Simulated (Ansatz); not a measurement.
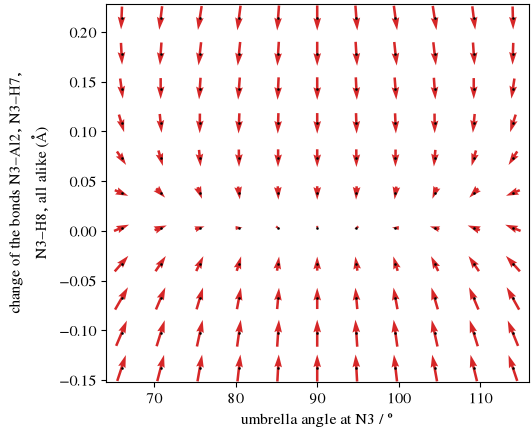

AlClH₄N₂, SMILES [NH2][Al]([NH2])[Cl]. Coordinates scanned: (1) umbrella angle at N3 (between each of its bonds and their common axis; 90 is planar); (2) change of the bonds N3–Al2, N3–H7, N3–H8, all alike. Nothing is relaxed (all other coordinates rigid). Grid: 11 × 11 points; 66 points were computed and 55 follow by symmetry. Points are written as (first, second). These are results of RKS PBE0-D4/def2-TZVP (Ansatz 0.2.0), not measurements.

Drawn: dots at the grid points, arrows along the force (downhill), their lengths compressed.

### The arrows alone are given. Where is the energy lowest?

The arrows converge at about (90°, 0.000 Å) (read from the interpolated surface).

The energy map of the same scan:

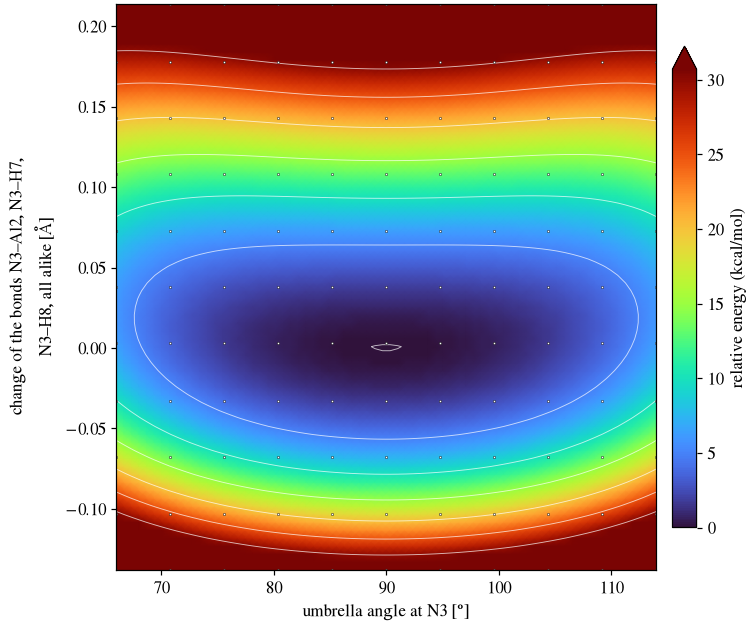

Energies are in kcal/mol, from the lowest grid point; between grid points the surface is interpolated.
